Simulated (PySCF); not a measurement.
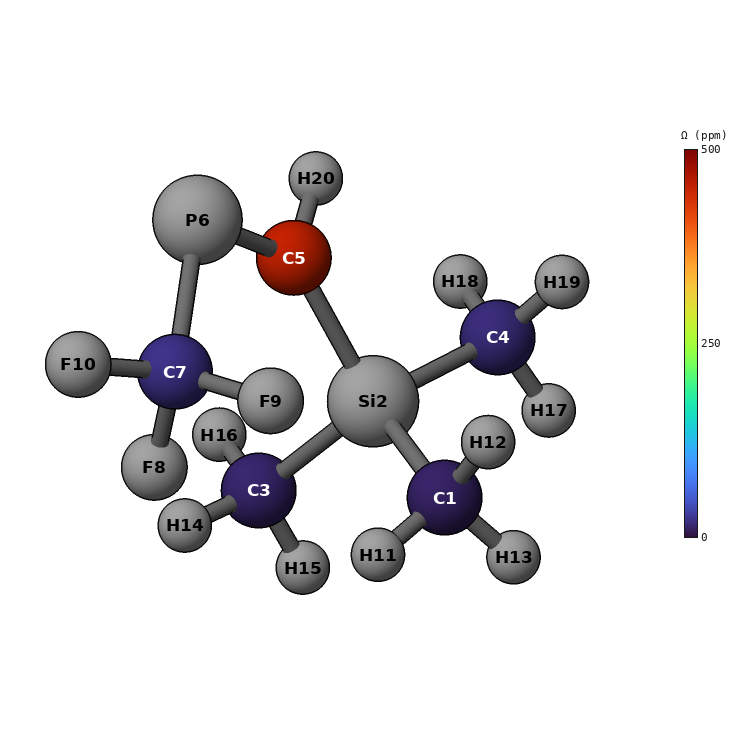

The C atoms are coloured by the span of their shielding tensor. Computed geometry: GFN2-xTB optimisation. No frequency run is at hand to confirm it as a minimum. Properties computed with GIAO PBE0/pcSseg-1 NMR shielding, non-relativistic, gas phase (PySCF 2.14.0). Principal shieldings σ11 ≤ σ22 ≤ σ33, span Ω = σ33 − σ11, skew κ = 3(σiso − σ22)/Ω.

Which C atom has the most anisotropic shielding?

Answer. C5, with a span of 453 ppm.

Give the shielding tensors of the C atoms.

| atom | σ11 | σ22 | σ33 | σiso | Ω | κ |
| --- | --- | --- | --- | --- | --- | --- |
| C1 | 179.2 | 187.6 | 192.2 | 186.4 | 13.0 | −0.30 |
| C3 | 177.2 | 184.4 | 192.1 | 184.6 | 15.0 | 0.04 |
| C4 | 175.8 | 187.4 | 193.8 | 185.7 | 18.0 | −0.29 |
| C5 | −280.5 | 3.5 | 173.0 | −34.6 | 453.5 | −0.25 |
| C7 | 36.7 | 47.1 | 58.5 | 47.4 | 21.8 | 0.04 |

Shieldings and span in ppm.

The geometry is semi-empirical. Around P, Si such bond lengths and angles can be off by a tenth of an ångström or more and by several degrees, and values that hang on the shape move with them.
